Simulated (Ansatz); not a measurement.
## Frequency calculation, with input and output: C3H5ClSi

- system: C3H5ClSi
- method: RKS PBE0-D4/def2-SVP (Ansatz 0.2.0)

It belongs to a series of runs on one base structure; here: vibrations at the highest image of the band. Figures and captions count atoms from 1; the log counts them from 0 in places.

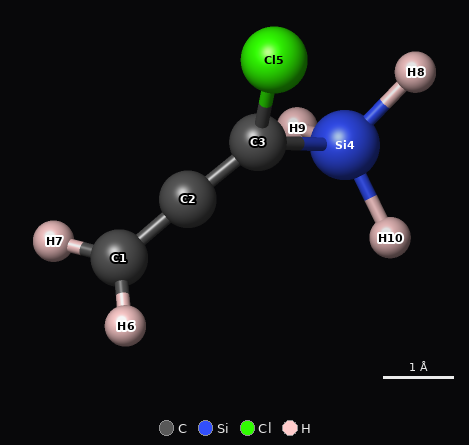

Fig. 1: The structure as given in the input (ball-and-stick view, seen at a tilt; atoms are numbered from 1 in the order of the input).

## Summary

| quantity | value |
| --- | --- |
| outcome | converged |
| total energy | −23570.8154 eV |
| mean-field energy | −23570.6086 eV |
| largest force (length of the vector) | 0.003 eV/Å |
| hardware | 2 threads of AMD EPYC (Zen 5), 16 GiB of memory available, shared host |
| wall time | 38 s (CPU time 73 s) |
| peak memory | 0.24 GiB |

## Input
```yaml
crystal:
  periodic: [false, false, false]
  atoms:
    - { symbol: C, position_ang: [-0.805508, 2.014783, -0.473046] }
    - { symbol: C, position_ang: [-0.393119, 0.779632, -0.594875] }
    - { symbol: C, position_ang: [0.03419, -0.457413, -0.648965] }
    - { symbol: Si, position_ang: [0.671634, -1.362056, 0.882249] }
    - { symbol: Cl, position_ang: [0.031095, -1.334119, -2.167133] }
    - { symbol: H, position_ang: [-0.118148, 2.857982, -0.603925] }
    - { symbol: H, position_ang: [-1.852469, 2.243595, -0.244807] }
    - { symbol: H, position_ang: [1.078701, -2.739658, 0.487858] }
    - { symbol: H, position_ang: [-0.404615, -1.425256, 1.915036] }
    - { symbol: H, position_ang: [1.841338, -0.628691, 1.45051] }
basis:
  gaussian: { orbitals: def2-SVP }
hamiltonian:
  xc: pbe0
  dispersion: d4
phonons: {}
```

Launched with:
```bash
ansatz run input.yaml --threads 2 --pin off --max-ram 3072MiB --backend cpu --events-out ev --progress --plain --runs-dir out
```

## What the program printed
```
Engine: ansatz 0.2.0, x86_64-unknown-linux-gnu
Functional definition: PBE0
  parameter a = 0.25
  parameter kappa = 0.804
  parameter beta = 0.06672455060314922
  exchange = (1 - a)*pbe_x(kappa = kappa, mu = beta*pi^2/3) + a*exact_x
  correlation = pbe_c(beta = beta)
1121 factors; integrals over basis functions are off by at most 2.7e-4 eV
mean field evaluation 1: about -23566.4750 eV, gradient 3.8e1 eV
mean field evaluation 2: about -23564.4480 eV, gradient 4.6e1 eV
mean field evaluation 4: about -23570.5392 eV, gradient 4.4e0 eV
mean field evaluation 8: about -23570.6086 eV, gradient 8.2e-2 eV
mean field -23570.60860092 eV, -866.2038893515 hartree, gradient 4.0e-5 eV, S^2 0.000000; 0 other end points of the search recorded, 0 dependent functions left out
the calculation of the forces begins
reference -23570.60862879 eV, -866.2038903758 hartree; 27, 27 occupied and 76, 76 virtual orbitals, 1121 factors
these checks for a lower state are left out or cut short: stability, starts, cluster_reference, orbital_swaps, neighbouring_geometries, increment
1121 factors; integrals over basis functions are off by at most 2.8e-4 eV
mean field evaluation 16: about -23570.5842 eV, gradient 1.8e-1 eV
mean field -23570.60840033 eV, -866.2038819799 hartree, gradient 1.4e-6 eV, S^2 0.000000; 0 other end points of the search recorded, 0 dependent functions left out
[... from here on the field's lines of each further geometry are left out, up to the last ...]
the calculation of the forces begins
reference -23570.60862408 eV, -866.2038902025 hartree; 27, 27 occupied and 76, 76 virtual orbitals, 1121 factors
these checks for a lower state are left out or cut short: stability, starts, cluster_reference, orbital_swaps, neighbouring_geometries, increment
1121 factors; integrals over basis functions are off by at most 2.7e-4 eV
mean field evaluation 352: about -23570.5844 eV, gradient 1.3e-1 eV
mean field -23570.60857881 eV, -866.2038885389 hartree, gradient 8.8e-6 eV, S^2 0.000000; 0 other end points of the search recorded, 0 dependent functions left out
the calculation of the forces begins
reference -23570.60860668 eV, -866.2038895632 hartree; 27, 27 occupied and 76, 76 virtual orbitals, 1121 factors
WARN: phonons: modes at or below zero, which the zero-point energy, F, S and C_V leave out: 1, the lowest at -126.59 cm⁻¹. A minimum has none, and a first-order saddle one
Total energy: -23570.81536905 eV, -866.2114879401 hartree
Atom 0 at    -0.805508     2.014783    -0.473046 Å, force    -0.000228    -0.000198    -0.000454 eV/Å
Atom 1 at    -0.393119     0.779632    -0.594875 Å, force     0.000433     0.000533     0.001516 eV/Å
Atom 2 at     0.034190    -0.457413    -0.648965 Å, force    -0.000013    -0.001154    -0.002988 eV/Å
Atom 3 at     0.671634    -1.362056     0.882249 Å, force     0.000380     0.000093     0.000433 eV/Å
Atom 4 at     0.031095    -1.334119    -2.167133 Å, force    -0.000369     0.000911     0.001816 eV/Å
Atom 5 at    -0.118148     2.857982    -0.603925 Å, force    -0.000064     0.000085     0.000190 eV/Å
Atom 6 at    -1.852469     2.243595    -0.244807 Å, force    -0.000064     0.000033    -0.000448 eV/Å
Atom 7 at     1.078701    -2.739658     0.487858 Å, force    -0.000039    -0.000240    -0.000029 eV/Å
Atom 8 at    -0.404615    -1.425256     1.915036 Å, force     0.000023    -0.000038    -0.000115 eV/Å
Atom 9 at     1.841338    -0.628691     1.450510 Å, force    -0.000060    -0.000025     0.000080 eV/Å
Dipole moment:    -0.046210     0.261615     0.224845 e Å
Vibrations: -126.59 126.43 204.73 208.01 411.22 473.26 530.12 608.64 635.74 670.96 882.38 904.53 927.74 935.53 944.77 984.91 1219.61 1439.42 2072.67 2239.58 2243.40 2264.67 3145.77 3239.49 cm⁻¹, zero-point energy 1.693227 eV
```

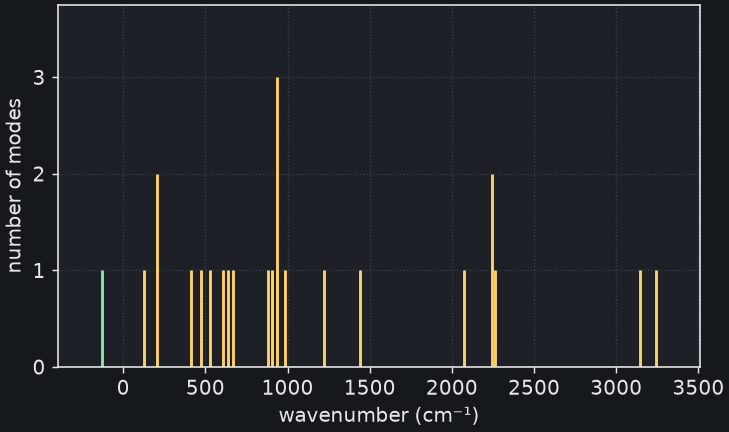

Fig. 2: Harmonic vibrational wavenumbers from the force constants; neighbouring modes closer than 15 cm⁻¹ are counted in one stick, and imaginary ones are drawn at negative wavenumbers. 24 modes from 127i to 3239 cm⁻¹, 1 imaginary beyond 8i (127i cm⁻¹): a first-order saddle point, if the geometry is stationary.
